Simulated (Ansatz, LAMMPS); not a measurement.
**Molecular dynamics of liquid tetrahydrofuran at 320 K (91 atoms)**

How do the atoms of liquid tetrahydrofuran at 320 K (91 atoms) move, and what local order do they keep?

Main program and level: Ansatz 0.2.0; Kohn-Sham DFT, revPBE+D3(BJ), PAW (set soft_2), plane waves.

**1. Set-up**

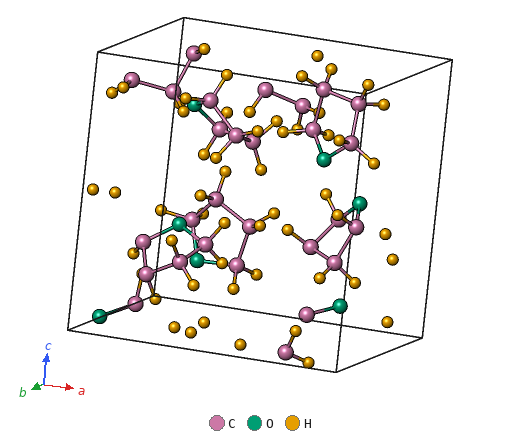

The starting structure, seen from a free direction (carbon pink, oxygen teal, hydrogen orange). Bonds to atoms that aren't drawn are left out. Some periodic images of atoms are drawn too.

The cell holds 91 atoms: 28 C, 7 O and 56 H. Cell: a = 9.802 Å, b = 9.802 Å, c = 9.802 Å, α = 90.0°, β = 90.0°, γ = 90.0°. 7 tetrahydrofuran placed at random, at 0.89 g/cm³; overlaps pushed apart, then 10 ps at 470 K with MMFF94 bonds, angles, torsions, charges and radii (Halgren, J. Comput. Chem. 17, 490 (1996)) in harmonic and 12-6 forms. Snapshot after 20 ps at 320 K and fixed volume.

Limits known from the start: The network of contacts between molecules at the start is that of the classical potential that made the cell. The density was typed from a rule of thumb and may lie off the real one at this temperature. Sampling is at Γ alone, for a cell whose shortest periodic width is 10 Å.

**2. Single point at the start**

A single point comes first, to see the forces before anything moves.

File input.yaml:

```yaml
crystal:
  lattice:
    - [9.80193, 0.0, 0.0]
    - [0.0, 9.80193, 0.0]
    - [0.0, 0.0, 9.80193]
  atoms:
    - { symbol: C, position: [0.8875, 0.78972, 0.35039] }
    - { symbol: C, position: [0.83231, 0.91762, 0.41488] }
    - { symbol: C, position: [0.93132, 0.94171, 0.53171] }
    - { symbol: O, position: [0.96182, 0.80763, 0.57613] }
    [... 81 atom lines left out ...]
    - { symbol: H, position: [0.42851, 0.28207, 0.55285] }
    - { symbol: H, position: [0.4515, 0.23268, 0.72463] }
    - { symbol: H, position: [0.25493, 0.42103, 0.59886] }
    - { symbol: H, position: [0.32655, 0.43269, 0.76152] }
    - { symbol: H, position: [0.22002, 0.13049, 0.84356] }
    - { symbol: H, position: [0.07398, 0.11658, 0.73559] }
kpoints:
  mp_grid: { grid: [1, 1, 1] }
hamiltonian:
  xc: revpbe
  dispersion: d3bj
scf:
  occupations: { method: fixed }
output:
  forces: true
```

Run with:

```
ansatz run input.yaml --threads 4 --pin off --max-ram 8192MiB --backend cpu --events-out ev --progress --plain --runs-dir out
```

Run time: 4.7 s. Hardware: 4 threads of Arm Neoverse V1, shared host; peak memory 0.87 GiB; 15 s of CPU time.

Read from the output:

```
free energy            : -11937.5773 eV
free energy per atom   : -131.1822 eV/atom
SCF cycles             : 9
r.m.s. force component : 0.8645 eV/Å
longest force          : 3.469 eV/Å
Fermi energy           : -0.9177 eV
```

The r.m.s. force component of 0.86 eV/Å sets the starting point.

Length of the force by element:

| element | coordination | atoms | mean length of the force (eV/Å) | spread | least | most |
| --- | --- | --- | --- | --- | --- | --- |
| C | all | 28 | 1.77 | 0.731 | 0.746 | 3.47 |
| H | all | 56 | 1.05 | 0.651 | 0.206 | 3.23 |
| O | all | 7 | 1.40 | 0.557 | 0.666 | 2.18 |

**3. Dynamics at 320 K**

A Nosé–Hoover thermostat steers the temperature while disturbing the dynamics little. The time step is 0.5 fs, short enough for the stretching of bonds to hydrogen.

input.yaml: that of step 2 with these lines changed.

```diff
@@ -16 +16,8 @@
   forces: true
+md:
+  timestep: 0.5
+  n_steps: 800
+  ensemble: nvt_nose_hoover
+  temperature: 320
+  initial_velocities: maxwell_boltzmann
+  seed: 2541
```

It took 33 min on 4 threads; peak memory 0.87 GiB.

The program notes that it switched symmetry off.

The trajectory, sampled:

| time (fs) | T (K) | potential (meV/atom) | conserved (meV/atom) |
| --- | --- | --- | --- |
| 0.0 | 320 | 0.0 | 0.00 |
| 26.5 | 347 | -3.6 | -0.02 |
| 53.5 | 291 | 3.7 | 0.00 |
| 80.0 | 334 | -1.8 | -0.01 |
| 106.5 | 334 | -1.7 | -0.01 |
| 133.5 | 297 | 3.0 | 0.02 |
| 160.0 | 337 | -2.2 | 0.01 |
| 186.5 | 351 | -4.5 | -0.03 |
| 213.5 | 303 | 0.6 | 0.00 |
| 240.0 | 299 | -0.2 | 0.04 |
| 266.5 | 312 | -3.5 | -0.01 |
| 293.5 | 287 | -1.9 | -0.01 |
| 320.0 | 325 | -8.1 | -0.05 |
| 346.5 | 311 | -7.2 | -0.07 |
| 373.5 | 275 | -3.2 | 0.00 |
| 400.0 | 299 | -6.3 | -0.02 |

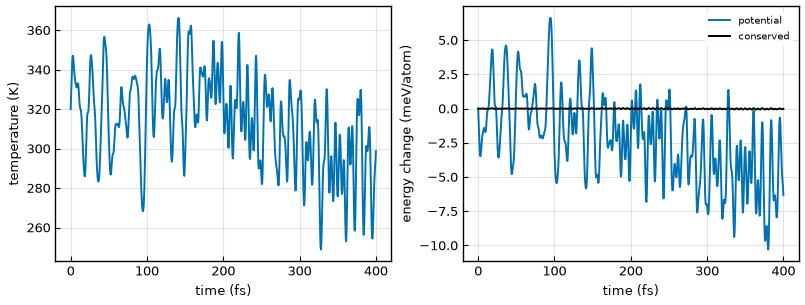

Temperature and energies against time.

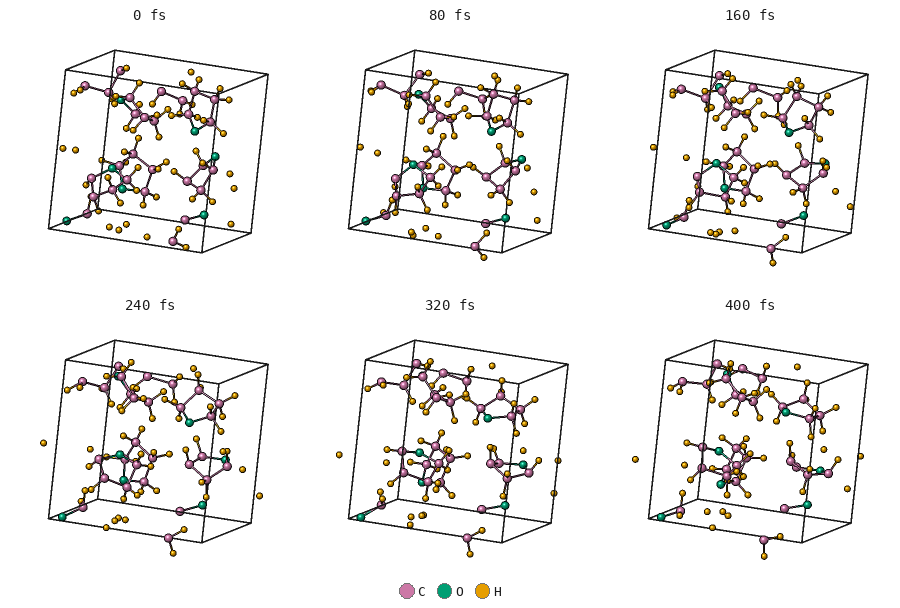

6 frames of the run. Bonds to atoms that aren't drawn are left out.

Mean square displacement from the first frame to the last: C 1.2 Å², O 0.87 Å², H 2.8 Å².

The mean square displacement by time lag:

| time lag (fs) | C (Å²) | H (Å²) | O (Å²) |
| --- | --- | --- | --- |
| 0.5 | 1.8e-5 | 2.0e-4 | 1.1e-5 |
| 8.5 | 0.00402 | 0.0300 | 0.00257 |
| 25.0 | 0.0154 | 0.0570 | 0.0125 |
| 33.5 | 0.0221 | 0.0832 | 0.0187 |
| 50.0 | 0.0462 | 0.144 | 0.0378 |
| 58.5 | 0.0616 | 0.188 | 0.0502 |
| 67.0 | 0.0776 | 0.231 | 0.0636 |
| 83.5 | 0.118 | 0.331 | 0.0937 |
| 91.5 | 0.140 | 0.387 | 0.109 |
| 108.5 | 0.187 | 0.494 | 0.143 |
| 116.5 | 0.213 | 0.553 | 0.160 |
| 133.5 | 0.274 | 0.695 | 0.199 |
| 141.5 | 0.303 | 0.762 | 0.217 |
| 150.0 | 0.335 | 0.836 | 0.236 |
| 166.5 | 0.402 | 0.978 | 0.274 |
| 175.0 | 0.436 | 1.05 | 0.295 |
| 191.5 | 0.506 | 1.21 | 0.334 |
| 200.0 | 0.544 | 1.29 | 0.353 |

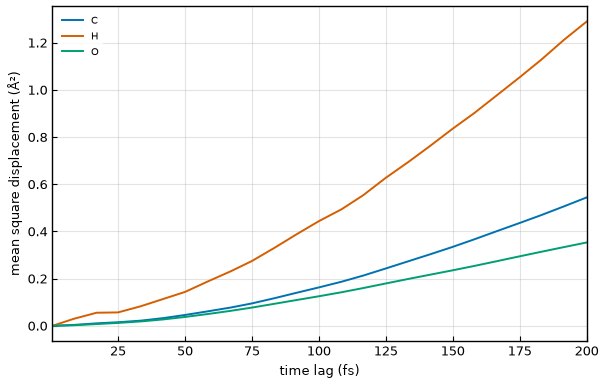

Mean square displacement against time lag.

Over the second half of 400 fs the temperature averages 303 K with swings of 21 K r.m.s. The conserved energy stays within 0.07 meV/atom. From first frame to last H has the largest mean square displacement, 2.8 Å² at the end; the farthest move is 2.94 Å. The run spans 0.40 ps, too short for its means to be equilibrium values.

**4. Distances and neighbours late in the run**

The g(r) is a mean over the second half; what follows it is taken at the last frame.

Bonds before and after, by the cutoffs listed below:

| pair | bonds before | bonds after | mean before (Å) | mean after (Å) | spread before (Å) | spread after (Å) |
| --- | --- | --- | --- | --- | --- | --- |
| H-C | 56 | 56 | 1.092 | 1.094 | 0.031 | 0.031 |
| C-C | 21 | 21 | 1.504 | 1.538 | 0.015 | 0.038 |
| C-O | 14 | 14 | 1.422 | 1.461 | 0.026 | 0.028 |

Density 0.89 g/cm³, 10.35 Å³ an atom.

Mean of 14 frames. g(r), total and by pair (bins of 0.2 Å):

| r (Å) | total | H-H | H-C | H-O | C-C | C-O | O-O |
| --- | --- | --- | --- | --- | --- | --- | --- |
| 1.00 | 2.20 | 0.00 | 5.80 | 0.00 | 0.00 | 0.00 | 0.00 |
| 1.20 | 1.99 | 0.00 | 5.25 | 0.00 | 0.00 | 0.00 | 0.00 |
| 1.40 | 0.68 | 0.00 | 0.00 | 0.00 | 1.25 | 11.71 | 0.00 |
| 1.60 | 0.79 | 0.17 | 0.00 | 0.00 | 7.17 | 1.00 | 0.00 |
| 1.80 | 0.72 | 1.90 | 0.00 | 0.02 | 0.00 | 0.00 | 0.00 |
| 2.00 | 0.59 | 0.24 | 0.34 | 3.92 | 0.00 | 0.00 | 0.00 |
| 2.20 | 1.84 | 0.66 | 3.50 | 2.33 | 0.40 | 0.18 | 0.00 |
| 2.40 | 1.23 | 1.56 | 0.32 | 0.19 | 3.00 | 4.49 | 0.00 |
| 2.60 | 0.59 | 1.12 | 0.20 | 0.76 | 0.14 | 0.02 | 0.00 |
| 2.80 | 0.85 | 1.19 | 0.73 | 1.33 | 0.00 | 0.00 | 0.00 |
| 3.00 | 1.01 | 1.31 | 1.01 | 1.44 | 0.00 | 0.00 | 0.00 |
| 3.20 | 0.93 | 0.85 | 1.22 | 1.36 | 0.00 | 0.36 | 0.00 |
| 3.40 | 0.89 | 0.78 | 1.19 | 1.17 | 0.08 | 0.62 | 0.00 |
| 3.60 | 0.77 | 0.81 | 0.80 | 0.65 | 0.45 | 1.10 | 0.00 |
| 3.80 | 0.90 | 1.09 | 0.81 | 0.80 | 0.70 | 0.87 | 0.00 |
| 4.00 | 0.94 | 1.13 | 0.84 | 0.65 | 0.95 | 0.83 | 0.54 |
| 4.20 | 0.94 | 0.99 | 0.94 | 0.83 | 0.96 | 0.73 | 0.50 |
| 4.40 | 0.95 | 0.92 | 0.98 | 1.00 | 1.05 | 0.70 | 0.55 |
| 4.60 | 0.99 | 0.92 | 1.04 | 1.15 | 0.98 | 0.84 | 1.48 |
| 4.80 | 1.04 | 1.01 | 1.01 | 0.94 | 1.13 | 1.31 | 1.86 |

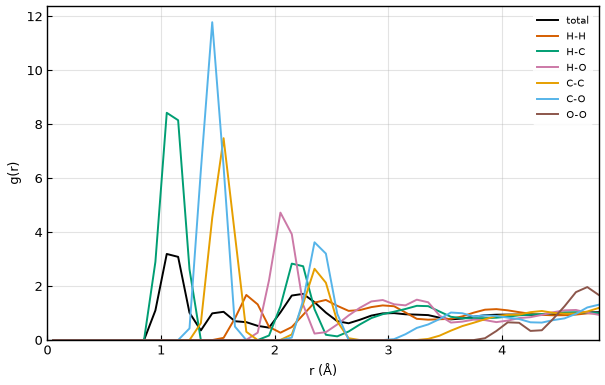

Pair distribution functions, lightly smoothed.

Bonds by pair of elements; cutoffs follow the first minimum of g(r), held within bounds set by covalent radii, and pairs that aren't listed don't count as bonded:

| pair A-B | cutoff (Å) | bonds | mean length (Å) | spread (Å) | shortest (Å) | B about A | A about B |
| --- | --- | --- | --- | --- | --- | --- | --- |
| H-C | 1.34 | 56 | 1.09 | 0.031 | 1.02 | 1 | 2 |
| C-C | 1.85 | 21 | 1.54 | 0.038 | 1.46 | 1.5 | 1.5 |
| C-O | 1.73 | 14 | 1.46 | 0.028 | 1.42 | 0.5 | 2 |

How many atoms have how many bonded neighbours:

| element | mean | 1 | 2 | 4 |
| --- | --- | --- | --- | --- |
| C | 4 | 0 | 0 | 28 |
| H | 1 | 56 | 0 | 0 |
| O | 2 | 0 | 7 | 0 |

Bond angles, per cent of each kind in bins of 5°:

| angle (°) | C-C-H | H-C-H | H-C-O | C-C-O | C-C-C |
| --- | --- | --- | --- | --- | --- |
| 95–100 | 0.0 | 3.6 | 0.0 | 0.0 | 14.3 |
| 100–105 | 7.1 | 21.4 | 14.3 | 21.4 | 71.4 |
| 105–110 | 25.0 | 42.9 | 50.0 | 71.4 | 14.3 |
| 110–115 | 44.0 | 28.6 | 32.1 | 7.1 | 0.0 |
| 115–120 | 16.7 | 3.6 | 3.6 | 0.0 | 0.0 |
| 120–125 | 7.1 | 0.0 | 0.0 | 0.0 | 0.0 |

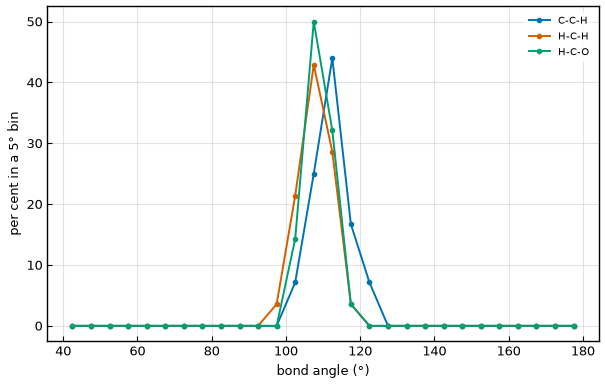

Distributions of the most common bond angles.

Bond angles (no mean is given where the spread exceeds 20°):

| angle | count | mean (°) | spread (°) |
| --- | --- | --- | --- |
| C-C-H | 84 | 112 | 4.6 |
| H-C-H | 28 | 107 | 3.9 |
| H-C-O | 28 | 109 | 3.3 |
| C-C-O | 14 | 106 | 1.9 |
| C-C-C | 14 | 103 | 2.6 |

Rings of the network by King's shortest-path rule, up to 12 atoms, one path for each pair of neighbours; H, halogens, alkali and alkaline-earth atoms are left out, and the last column divides by all other atoms, bonded or not:

| ring size (atoms) | rings | per network atom |
| --- | --- | --- |
| 5 | 7 | 0.2 |

Counting bonds as in the table, all C atoms have 4, all H atoms have 1 and all O atoms have 2 bonded neighbours. The C-C-H angle averages 112° with a spread of 5°. All rings counted have 5 atoms.

**5. Single point at the last frame**

The last frame is solved again with fuller output, to read the electronic structure of a thermally displaced geometry.

File input.yaml:

```yaml
crystal:
  lattice:
    - [9.80193, 0.0, 0.0]
    - [0.0, 9.80193, 0.0]
    - [0.0, 0.0, 9.80193]
  atoms:
    - { symbol: C, position: [0.90257, 0.70576, 0.3774] }
    - { symbol: C, position: [0.81223, 0.79915, 0.46024] }
    - { symbol: C, position: [0.89281, 0.93097, 0.45155] }
    - { symbol: O, position: [0.03737, 0.89341, 0.44548] }
    [... 81 atom lines left out ...]
    - { symbol: H, position: [0.40333, 0.2014, 0.59633] }
    - { symbol: H, position: [0.41833, 0.17321, 0.77475] }
    - { symbol: H, position: [0.2004, 0.36559, 0.66991] }
    - { symbol: H, position: [0.33674, 0.3922, 0.77545] }
    - { symbol: H, position: [0.13735, 0.06195, 0.88121] }
    - { symbol: H, position: [0.03825, 0.14413, 0.75446] }
kpoints:
  mp_grid: { grid: [1, 1, 1] }
hamiltonian:
  xc: revpbe
  dispersion: d3bj
scf:
  occupations: { method: fixed }
output:
  forces: true
  stress: true
  populations: true
  dos:
    method: { smearing: { sigma: 0.15 } }
    de: 0.1
    projected: { site_lists: { C: [C], H: [H], O: [O] } }
  eigenvalues: true
  write_density: true
  write_potential: true
  volumetric_format: npy
  elf: true
```

It took 9.2 s on 4 threads; peak memory 0.93 GiB; 34 s of CPU time.

The program notes that the exchange-correlation potential is rough where the density is thin.

Numbers from this run:

```yaml
free_energy: -11938.1535 eV
free_energy_per_atom: -131.1885 eV/atom
scf_cycles: 10
pressure: 0.4379 GPa
r_m_s_force_component: 0.7857 eV/Å
longest_force: 3.226 eV/Å
fermi_energy: -0.989 eV
spacing_of_highest_filled_and_lowest_empty_level: 4.609 eV
spilling_of_the_projection: 0.01357
```

Length of the force by element:

| element | coordination | atoms | mean length of the force (eV/Å) | spread | least | most |
| --- | --- | --- | --- | --- | --- | --- |
| C | all | 28 | 1.62 | 0.705 | 0.311 | 3.05 |
| H | all | 56 | 0.961 | 0.621 | 0.177 | 3.23 |
| O | all | 7 | 0.969 | 0.422 | 0.240 | 1.56 |

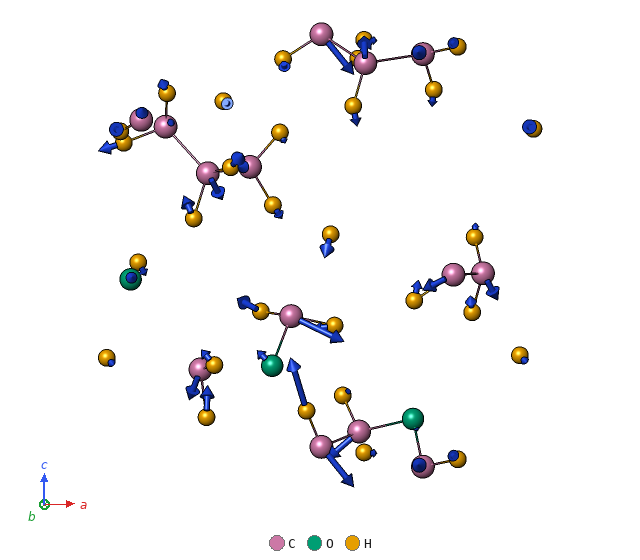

Forces as arrows; the longest in the cell is 3.23 eV/Å. Drawn is a slice 4 Å thick, seen along the normal of the ac plane. Bonds to atoms that aren't drawn are left out.

Löwdin charges by element (they lack the spilled electrons, 0.031 e an atom on average):

| element | coordination | atoms | mean charge (e) | spread | least | most |
| --- | --- | --- | --- | --- | --- | --- |
| C | all | 28 | -0.170 | 0.115 | -0.307 | -0.036 |
| H | all | 56 | 0.182 | 0.0175 | 0.135 | 0.217 |
| O | all | 7 | -0.371 | 0.0179 | -0.392 | -0.336 |

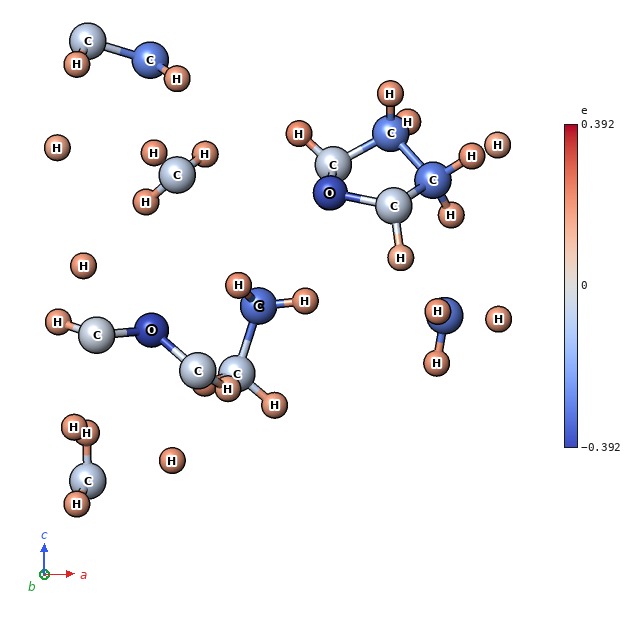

Atoms coloured by Löwdin charge. Drawn is a slice 4 Å thick, seen along the normal of the ac plane. Bonds to atoms that aren't drawn are left out.

Density of states as counts of states in windows of 1 eV (from the Fermi level), total and the larger projections:

| from (eV) | to (eV) | total | C p | H s | O p | C s |
| --- | --- | --- | --- | --- | --- | --- |
| -18 | -15 | 0.0 | 0.0 | 0.0 | 0.0 | 0.0 |
| -15 | -14 | 3.5 | 0.6 | 0.6 | 0.0 | 1.9 |
| -14 | -13 | 10.6 | 1.7 | 2.0 | 0.1 | 5.9 |
| -13 | -12 | 13.8 | 1.3 | 3.1 | 1.6 | 7.7 |
| -12 | -10 | 0.0 | 0.0 | 0.0 | 0.0 | 0.0 |
| -10 | -9 | 15.8 | 4.6 | 4.3 | 0.8 | 5.0 |
| -9 | -8 | 12.2 | 3.5 | 3.3 | 1.1 | 3.8 |
| -8 | -7 | 0.9 | 0.6 | 0.2 | 0.1 | 0.0 |
| -7 | -6 | 24.9 | 15.3 | 5.3 | 3.1 | 0.2 |
| -6 | -5 | 13.7 | 7.6 | 3.3 | 2.3 | 0.3 |
| -5 | -4 | 21.9 | 12.0 | 5.6 | 3.8 | 0.2 |
| -4 | -3 | 16.6 | 10.4 | 4.1 | 1.7 | 0.2 |
| -3 | -2 | 36.3 | 21.9 | 8.3 | 5.0 | 0.3 |
| -2 | -1 | 11.6 | 5.4 | 2.7 | 2.9 | 0.1 |
| -1 | 0 | 11.0 | 1.1 | 1.8 | 7.9 | 0.1 |
| 0 | 1 | 3.0 | 0.2 | 0.5 | 2.2 | 0.0 |
| 1 | 4 | 0.0 | 0.0 | 0.0 | 0.0 | 0.0 |
| 4 | 5 | 2.0 | 0.2 | 0.9 | 0.0 | 0.4 |

With fixed occupations the program's Fermi level is the highest filled level; weight inside the gap is the broadening of levels at its edges.

Between -21 and -18 eV lie 14 more states.

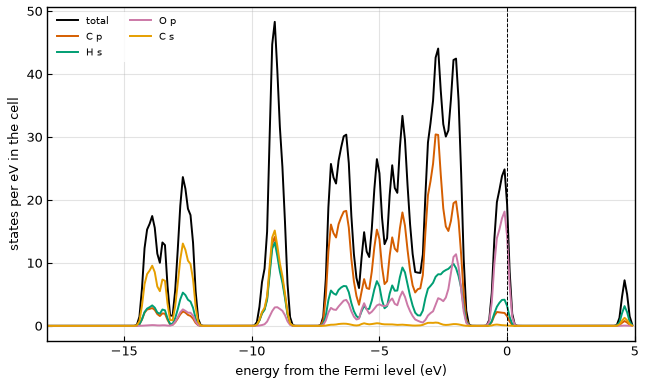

Total and projected density of states, with the broadening of the input.

The levels nearest the highest filled one (over half full), pooled over k-points and spins:

| level less the highest filled one (eV) | occupation |
| --- | --- |
| -0.421 | 2 |
| -0.276 | 2 |
| -0.217 | 2 |
| -0.106 | 2 |
| -0.0513 | 2 |
| 0 | 2 |
| 4.61 | 0 |
| 5.33 | 0 |
| 5.39 | 0 |
| 5.60 | 0 |
| 5.67 | 0 |
| 5.77 | 0 |

Mean Löwdin charges: C -0.17, H +0.18, O -0.37 e (they miss 1.4 % of the electrons, so they add up to more than the cell's charge). The largest share in the top eV of filled states is O p (73 % of the projected weight), and in the lowest eV of empty states H s (54 % of the projected weight).

1 further run on a deliberately doubtful input is not shown.

**6. Outcome**

```
mean temperature, second half                                : 303.4 K
temperature swing, second half                               : 20.82 K
slope of the conserved energy against time, by least squares : -0.0662 meV/atom/ps
free energy per atom                                         : -131.1885 eV/atom
pressure                                                     : 0.4379 GPa
r.m.s. force component                                       : 0.7857 eV/Å
gap (highest filled to lowest empty level)             : 4.609 eV
wall time of the 3 DFT runs                                  : 33 min
```

In words: Over the second half of 400 fs the temperature averages 303 K with swings of 21 K r.m.s. The conserved energy stays within 0.07 meV/atom. The run spans 0.40 ps, too short for its means to be equilibrium values. Counting bonds as in the table, all C atoms have 4, all H atoms have 1 and all O atoms have 2 bonded neighbours. The highest filled and lowest empty levels differ by 4.61 eV (at Γ alone); a semilocal functional tends to put such gaps too low. In a disordered cell it changes from sample to sample and from frame to frame.

Caveats: The network of contacts between molecules at the start is that of the classical potential that made the cell; DFT moved the atoms only locally, and no bond changed. The pressure of a single frame lacks the kinetic term, about 0.40 GPa here.

[Logs are printed without paths, hosts, clocks, repeated set-up lines and the standing remarks that a program may print on its own settings, such as how far it seeks lower states.]

[Hosts, paths, dates, database ids (printed as entryN), source tags and the programs' standing remarks are cut or masked in the printed files.]

[The MMFF94 radii named for the starting cell were scaled by 0.96; in molecules described by MMFF94, hydrogen bound to N, O or S took a small fixed 12-6 site in their place.]
